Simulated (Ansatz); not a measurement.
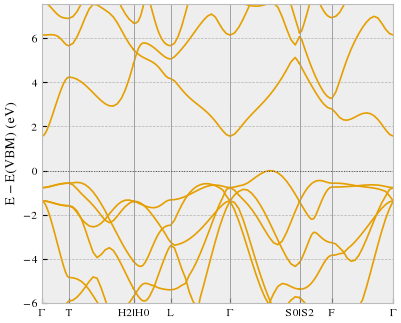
Band structure from r²SCAN in the plane-wave PAW code Ansatz

Q: Read off the gap and where the band edges lie.

A: About 1.6 eV (1.56 eV by a search for the band edges); maximum on the Γ–S0 line, 58 % of the way from Γ, minimum at Γ.

Q: Pick the material that matches.
A. CdSiN2, R-3m (Cd on 3a, Si on 3b, N on 6c)
B. ZnSnN2, R-3m (Zn on 3a, Sn on 3b, N on 6c)
C. NbCuN2, R-3m (Nb on 3b, Cu on 3a, N on 6c)
D. B6P, R-3m (B on 18h, B on 18h, P on 6c)

A: A, CdSiN2, R-3m (Cd on 3a, Si on 3b, N on 6c)

The start of the workflow was typed in or built on a structure type; neither database checked (COD, Materials Project) lists it. Whether it is the stable phase at ambient conditions was not checked. The cell was relaxed with r²SCAN under the symmetry of its start; its stability against distortions is not shown here. Spin–orbit coupling is left out wherever it is not named.

Potentials: the earlier of the program's two PAW sets.
